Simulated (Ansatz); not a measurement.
# CHAl (singlet): one geometry, many settings at angle Al1–C2–H3 = 134.6°

What do other methods and options give for CHAl (singlet) at this geometry, and how long do they take?

Program: Ansatz 0.2.0, Gaussian basis. Level of theory: the settings change from run to run. These are calculated values, not measurements.

14 further runs of the same task are left out: 2 for a mislabelled method, 8 that didn't finish, 4 set aside as unsound or not needed.

## Step 1: The system

The geometry derives from a PBE0/def2-TZVP stationary point (not a proven minimum). One angle is set to the value named; bond lengths are kept.

3 atoms, charge 0, spin multiplicity 1.

Atoms are counted from 1 here; the program's logs count them from 0.

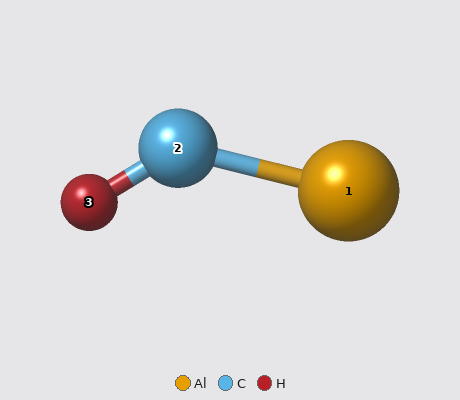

The structure; aluminium amber, carbon blue, hydrogen red; atoms are numbered from 1 in the order of the file.

## Step 2: MP2 on UHF/6-31++G**

in.yaml reads:

```yaml
crystal:
  periodic: [false, false, false]
  atoms:
    - {symbol: Al, position_ang: [0.000000, 0.033682, 0.621048]}
    - {symbol: C, position_ang: [0.000000, -0.124908, -1.222629]}
    - {symbol: H, position_ang: [0.000000, 0.586788, -2.055880]}
basis:
  gaussian: {orbitals: "6-31++G**", fitting: {mean_field: def2-universal-jkfit}}
magnetization: {spin_polarized: true, initial_magnetization: 0}
correlation: {method: mp2, electrons: outside_noble_gas}
```

Command:

```console
> ansatz run in.yaml --threads 1 --pin off --events-out ev --progress --plain --max-ram 2393MiB
```

Standard output:

```text
Functional definition: HF
  name "HF"
  cite "Fock, Z. Phys. 61, 126 (1930) doi:10.1007/BF01340294"
  parent pbe
  exchange = exact_x
  correlation = 0
221 factors; integrals over basis functions are off by at most 2.2e-1 eV
mean field evaluation 1: about -7617.4892 eV, gradient 2.6e1 eV
mean field evaluation 2: about -7616.9404 eV, gradient 2.9e1 eV
mean field evaluation 4: about -7623.5076 eV, gradient 2.0e0 eV
mean field evaluation 8: about -7623.7726 eV, gradient 7.9e-4 eV
mean field evaluation 16: about -7624.9460 eV, gradient 2.1e0 eV
mean field evaluation 32: about -7625.3138 eV, gradient 3.2e-1 eV
mean field evaluation 64: about -7623.4823 eV, gradient 8.1e0 eV
mean field evaluation 96: about -7625.3061 eV, gradient 2.5e-2 eV
mean field evaluation 128: about -7625.3150 eV, gradient 1.1e-2 eV
mean field evaluation 160: about -7620.0145 eV, gradient 5.5e0 eV
mean field evaluation 192: about -7623.6839 eV, gradient 1.1e0 eV
mean field -7625.31512477 eV, -280.2251622111 hartree, gradient 3.0e-6 eV, S^2 1.202121; 20 other end points of the search recorded, 0 dependent functions left out
6 core orbitals not correlated: weight in the atoms' cores, before any rotation towards them, 1.000 or more for the frozen orbitals, at most 0.000 for the correlated occupied ones
reference -7625.31512477 eV, -280.2251622111 hartree; 4, 4 occupied and 38, 38 virtual orbitals, 221 factors
second order -3.48490749 eV of doubles, -0.00000000 eV of singles
Total energy: -7628.80003226 eV, -280.3532301991 hartree
```

Wall time 2.2 s (1 thread of Arm Neoverse V1, shared host).

From the report: ⟨S²⟩ of the determinant 1.202 (pure singlet: 0.00). The determinant is far from a pure spin state, so its energy mixes those of several spin states (harmless only where they are near-degenerate, as at dissociation).

## Step 3: NEVPT2(4,9)/def2-SVP

in.yaml reads:

```yaml
crystal:
  periodic: [false, false, false]
  atoms:
    - {symbol: Al, position_ang: [0.000000, 0.033682, 0.621048]}
    - {symbol: C, position_ang: [0.000000, -0.124908, -1.222629]}
    - {symbol: H, position_ang: [0.000000, 0.586788, -2.055880]}
basis:
  gaussian: {orbitals: def2-SVP}
hamiltonian: {pseudopotentials: {relativity: scalar}}
correlation: {method: sc_nevpt2, electrons: valence, active_space: {window: {electrons: 4, orbitals: 9}, states: [{multiplicity: 1, weights: [1, 1]}], root: 1}}
output: {forces: true}
```

The command is unchanged.

Standard output, cut to the lines that bear on the results:

```text
Functional definition: HF
  name "HF"
  cite "Fock, Z. Phys. 61, 126 (1930) doi:10.1007/BF01340294"
  parent pbe
[...]
614 factors; integrals over basis functions are off by at most 1.5e-7 eV
[...]
mean field -7632.32079813 eV, -280.4826159585 hartree, gradient 1.1e-6 eV, S^2 0.000000; 10 other end points of the search recorded, 0 dependent functions left out; unrestricted orbitals would lower it
reference -7632.32079813 eV, -280.4826159585 hartree; 10, 10 occupied and 27, 27 virtual orbitals, 614 factors
state -7634.34557034 eV, -280.5570249647 hartree
state -7634.23323981 eV, -280.5528968940 hartree
state -7634.34557034 eV, -280.5570249647 hartree; corrected -7637.37499053 eV, -280.6683541034 hartree
state -7634.23323981 eV, -280.5528968940 hartree; corrected -7637.29404244 eV, -280.6653793159 hartree
[...]
Total energy: -7637.29404244 eV, -280.6653793159 hartree
Relativity: scalar
Atom 0 at     0.000000     0.033682     0.621048 Å, force    -0.000000    -0.016357     0.747936 eV/Å
Atom 1 at     0.000000    -0.124908    -1.222629 Å, force     0.000000     0.109699    -0.648183 eV/Å
Atom 2 at     0.000000     0.586788    -2.055880 Å, force    -0.000000    -0.093342    -0.099753 eV/Å
Dipole moment:    -0.000000     0.108990     0.083253 e Å
```

It took 7.5 s on 1 thread of Arm Neoverse V1, shared host.

From the report: 648 determinants; active occupations (of the averaged states) 1.81, 1.27, 0.72, 0.09, 0.08, 0.01, 0.01, 0.00, 0.00.

## Step 4: BCCD/def2-mTZVP

in.yaml reads:

```yaml
crystal:
  periodic: [false, false, false]
  atoms:
    - {symbol: Al, position_ang: [0.000000, 0.033682, 0.621048]}
    - {symbol: C, position_ang: [0.000000, -0.124908, -1.222629]}
    - {symbol: H, position_ang: [0.000000, 0.586788, -2.055880]}
basis:
  gaussian: {orbitals: def2-mTZVP, point_charges: [{charge: 1.00, position_ang: [4.778, 0.269, 0.866]}]}
magnetization: {spin_polarized: false}
hamiltonian: {xc: {name: r2SCAN}, pseudopotentials: {relativity: none}}
correlation: {method: bccd, electrons: all}
```

Same command.

Standard output, cut to the lines that bear on the results:

```text
Functional definition: r2SCAN
  name "r2SCAN"
  cite "Furness, Kaplan, Ning, Perdew & Sun, J. Phys. Chem. Lett. 11, 8208 (2020) doi:10.1021/acs.jpclett.0c02405"
  cite "Furness, Kaplan, Ning, Perdew & Sun, J. Phys. Chem. Lett. 11, 9248 (2020) doi:10.1021/acs.jpclett.0c03077"
  parent r2scan
[...]
402 factors; integrals over basis functions are off by at most 1.2e-3 eV
[...]
mean field -7643.67065788 eV, -280.8997156110 hartree, gradient 4.2e-6 eV, S^2 0.000000; 4 other end points of the search recorded, 0 dependent functions left out; unrestricted orbitals would lower it
[...]
unrestricted determinant -7625.95467844 eV, -280.2486653751 hartree, S^2 1.2143
reference -7623.82813512 eV, -280.1705163492 hartree; 10, 10 occupied and 34, 34 virtual orbitals, 402 factors
second order -7.75107323 eV of doubles, -0.38471708 eV of singles
cycle   1  -7.67060632 eV  change    4.6e-1 eV  update   1.7e-1
[...]
cycle  21  -8.27518533 eV  change    1.1e-5 eV  update   1.1e-5
WARN: the results are in doubt because among natural orbitals full CI differs from the method by -0.216 eV
Total energy: -7632.10332044 eV, -280.4746238008 hartree
In doubt: among natural orbitals full CI differs from the method by -0.216 eV
```

It took 4.4 s on 1 thread of Arm Neoverse V1, shared host.

From the report: correlation -8.2752 eV; largest double amplitude 0.15. Mind the lines of doubt at the end of the log.

## Step 5: BCCD(T) on UHF/aug-cc-pVDZ

in.yaml reads:

```yaml
crystal:
  periodic: [false, false, false]
  atoms:
    - {symbol: Al, position_ang: [0.000000, 0.033682, 0.621048]}
    - {symbol: C, position_ang: [0.000000, -0.124908, -1.222629]}
    - {symbol: H, position_ang: [0.000000, 0.586788, -2.055880]}
basis:
  gaussian: {orbitals: aug-cc-pVDZ}
magnetization: {spin_polarized: true, initial_magnetization: 0}
correlation: {method: bccd_t, electrons: valence}
output: {forces: true}
```

Launched as before.

Standard output, cut to the lines that bear on the results:

```text
Functional definition: HF
  name "HF"
  cite "Fock, Z. Phys. 61, 126 (1930) doi:10.1007/BF01340294"
  parent pbe
[...]
598 factors; integrals over basis functions are off by at most 5.2e-4 eV
[...]
mean field -7625.76075333 eV, -280.2415387586 hartree, gradient 2.1e-8 eV, S^2 1.220127; 25 other end points of the search recorded, 0 dependent functions left out
determinant -7625.76075333 eV, -280.2415387586 hartree, with singles and doubles -7630.41447342 eV, -280.4125598176 hartree
determinant -7625.75178013 eV, -280.2412089994 hartree, with singles and doubles -7630.42861469 eV, -280.4130794995 hartree
determinant -7625.11209753 eV, -280.2177010975 hartree, with singles and doubles -7629.60136590 eV, -280.3826786672 hartree
determinant -7625.07221673 eV, -280.2162355053 hartree, with singles and doubles -7629.67132955 eV, -280.3852497841 hartree
[...]
reference -7625.75178013 eV, -280.2412089994 hartree; 4, 4 occupied and 49, 49 virtual orbitals, 598 factors
second order -3.57092111 eV of doubles, -0.00000000 eV of singles
cycle   1  -4.70024579 eV  change   -3.5e-3 eV  update   2.1e-2
[...]
cycle  21  -4.68294131 eV  change    1.1e-6 eV  update   7.5e-7
perturbative correction -0.25969657 eV, -0.0095436729 hartree
WARN: the results are in doubt because among natural orbitals full CI differs from the method by +1.044 eV
[...]
Total energy: -7630.69441801 eV, -280.4228475913 hartree
Atom 0 at     0.000000     0.033682     0.621048 Å, force    -0.000001     0.053298     2.150666 eV/Å
Atom 1 at     0.000000    -0.124908    -1.222629 Å, force     0.000003    -0.224784    -1.608721 eV/Å
Atom 2 at     0.000000     0.586788    -2.055880 Å, force    -0.000002     0.171486    -0.541946 eV/Å
Dipole moment:    -0.000001     0.062812    -0.021519 e Å
In doubt: among natural orbitals full CI differs from the method by +1.044 eV
```

It took 33 s on 1 thread of Arm Neoverse V1, shared host; peak memory 0.34 GiB.

From the report: ⟨S²⟩ of the determinant 1.222 (pure singlet: 0.00); correlation -4.9426 eV; largest double amplitude 0.07. The determinant is far from a pure spin state, so its energy mixes those of several spin states (harmless only where they are near-degenerate, as at dissociation). Mind the lines of doubt at the end of the log.

## Step 6: CCSD on UHF/6-31++G**

Edit in.yaml of step 5 so:

```diff
@@ -7,5 +7,4 @@
 basis:
-  gaussian: {orbitals: aug-cc-pVDZ}
+  gaussian: {orbitals: "6-31++G**"}
 magnetization: {spin_polarized: true, initial_magnetization: 0}
-correlation: {method: bccd_t, electrons: valence}
-output: {forces: true}
+correlation: {method: ccsd, electrons: outside_noble_gas}
```

The command is unchanged.

Standard output, cut to the lines that bear on the results:

```text
Functional definition: HF
  name "HF"
  cite "Fock, Z. Phys. 61, 126 (1930) doi:10.1007/BF01340294"
  parent pbe
[...]
407 factors; integrals over basis functions are off by at most 9.4e-4 eV
[...]
mean field -7625.31561540 eV, -280.2251802413 hartree, gradient 4.0e-8 eV, S^2 1.202141; 24 other end points of the search recorded, 0 dependent functions left out
determinant -7625.31561540 eV, -280.2251802413 hartree, with singles and doubles -7629.83784326 eV, -280.3913690501 hartree
determinant -7625.30307059 eV, -280.2247192280 hartree, with singles and doubles -7629.84794751 eV, -280.3917403745 hartree
determinant -7624.71921696 eV, -280.2032630031 hartree, with singles and doubles -7629.00217047 eV, -280.3606586415 hartree
determinant -7624.66787887 eV, -280.2013763628 hartree, with singles and doubles -7629.04716867 eV, -280.3623122948 hartree
[...]
determinant -7625.30307059 eV, -280.2247192280 hartree, with singles and doubles -7629.87867438 eV, -280.3928695659 hartree
determinant -7624.38062089 eV, -280.1908198268 hartree, with singles and doubles -7629.71459649 eV, -280.3868398148 hartree
determinant -7623.89557541 eV, -280.1729947344 hartree, with singles and doubles -7628.83325191 eV, -280.3544509989 hartree
determinant -7623.77305457 eV, -280.1684921764 hartree, with singles and doubles -7629.19036034 eV, -280.3675744917 hartree
6 core orbitals not correlated: weight in the atoms' cores, before any rotation towards them, 1.000 or more for the frozen orbitals, at most 0.000 for the correlated occupied ones
reference -7625.31561540 eV, -280.2251802413 hartree; 4, 4 occupied and 38, 38 virtual orbitals, 407 factors
second order -3.48442655 eV of doubles, -0.00000000 eV of singles
cycle   1  -4.56006085 eV  change   -8.2e-8 eV  update   3.6e-6
WARN: the results are in doubt because among natural orbitals full CI differs from the method by +0.703 eV
Total energy: -7629.87567625 eV, -280.3927593866 hartree
In doubt: among natural orbitals full CI differs from the method by +0.703 eV
```

Wall time 13 s (1 thread of Arm Neoverse V1, shared host).

From the report: ⟨S²⟩ of the determinant 1.202 (pure singlet: 0.00); correlation -4.5601 eV; T1 0.050; largest double amplitude 0.08. The determinant is far from a pure spin state, so its energy mixes those of several spin states (harmless only where they are near-degenerate, as at dissociation). The program marks this result as in doubt; its last lines say why.

## Step 7: CCSDT(Q)/B/def2-mTZVP

in.yaml reads:

```yaml
crystal:
  periodic: [false, false, false]
  atoms:
    - {symbol: Al, position_ang: [0.000000, 0.033682, 0.621048]}
    - {symbol: C, position_ang: [0.000000, -0.124908, -1.222629]}
    - {symbol: H, position_ang: [0.000000, 0.586788, -2.055880]}
basis:
  gaussian: {orbitals: def2-mTZVP}
magnetization: {spin_polarized: false}
hamiltonian: {xc: {name: PBE0}}
correlation: {method: ccsdt_q_b, electrons: outside_noble_gas}
output: {forces: true}
```

Same command.

Standard output, cut to the lines that bear on the results:

```text
Functional definition: PBE0
  name "PBE0"
  cite "Adamo & Barone, J. Chem. Phys. 110, 6158 (1999) doi:10.1063/1.478522"
  cite "Perdew, Burke & Ernzerhof, Phys. Rev. Lett. 77, 3865 (1996) doi:10.1103/PhysRevLett.77.3865"
  parent pbe
[...]
701 factors; integrals over basis functions are off by at most 2.3e-7 eV
[...]
mean field -7640.45076952 eV, -280.7813868964 hartree, gradient 3.4e-7 eV, S^2 0.000000; 4 other end points of the search recorded, 0 dependent functions left out; unrestricted orbitals would lower it
unrestricted determinant -7625.87877547 eV, -280.2458759921 hartree, S^2 1.1892
6 core orbitals not correlated: weight in the atoms' cores, before any rotation towards them, 1.000 or more for the frozen orbitals, at most 0.000 for the correlated occupied ones
reference -7623.79352522 eV, -280.1692444591 hartree; 4, 4 occupied and 34, 34 virtual orbitals, 701 factors
second order -5.06510794 eV of doubles, -0.24459713 eV of singles
cycle   1  -5.06937080 eV  change    2.3e-1 eV  update   1.7e-1
[...]
cycle  34  -6.11448846 eV  change    3.6e-8 eV  update   9.8e-8
perturbative correction -0.05530893 eV, -0.0020325658 hartree
[...]
Total energy: -7629.96332262 eV, -280.3959803313 hartree
Atom 0 at     0.000000     0.033682     0.621048 Å, force     0.000000     0.075867     0.191075 eV/Å
Atom 1 at     0.000000    -0.124908    -1.222629 Å, force    -0.000000    -0.166167    -0.239311 eV/Å
Atom 2 at     0.000000     0.586788    -2.055880 Å, force     0.000000     0.090300     0.048236 eV/Å
Dipole moment:     0.000000     0.005024     0.286441 e Å
```

It took 56 s on 1 thread of Arm Neoverse V1, shared host; peak memory 0.7 GiB.

From the report: correlation -6.1698 eV; T1 0.036; largest double amplitude 0.22. The orbitals are Kohn-Sham ones, so correlation energy and T1 don't compare with those on Hartree-Fock orbitals.

## Step 8: All runs side by side

 † marks a result that the program doubts.

| level | correlated | functions | energy (eV) | time |
| --- | --- | --- | --- | --- |
| MP2 on UHF/6-31++G** | outside noble gas | 48 | -7628.8000 | 2.2 s |
| NEVPT2(4,9)/def2-SVP (excited root 1 of an average, relativity set) | valence | 37 | -7637.2940 | 7.5 s |
| BCCD/def2-mTZVP (beside a point charge, on r2SCAN orbitals) † | all | 44 | -7632.1033 | 4.4 s |
| BCCD(T) on UHF/aug-cc-pVDZ † | valence | 59 | -7630.6944 | 33 s |
| CCSD on UHF/6-31++G** † | outside noble gas | 48 | -7629.8757 | 13 s |
| CCSDT(Q)/B/def2-mTZVP (on PBE0 orbitals) | outside noble gas | 44 | -7629.9633 | 56 s |

## Step 9: Outcome

```
quantity                                           value
    runs                                               6
quickest                     MP2 on UHF/6-31++G**, 2.2 s
 slowest  CCSDT(Q)/B/def2-mTZVP (on PBE0 orbitals), 56 s
```

**Reading.** Total energies in different bases, with other cores or another treatment of relativity can't be set against each other. CCSDT(Q)/B/def2-mTZVP (on PBE0 orbitals) took 26 times as long as MP2 on UHF/6-31++G**; the jobs differ in more than the method.
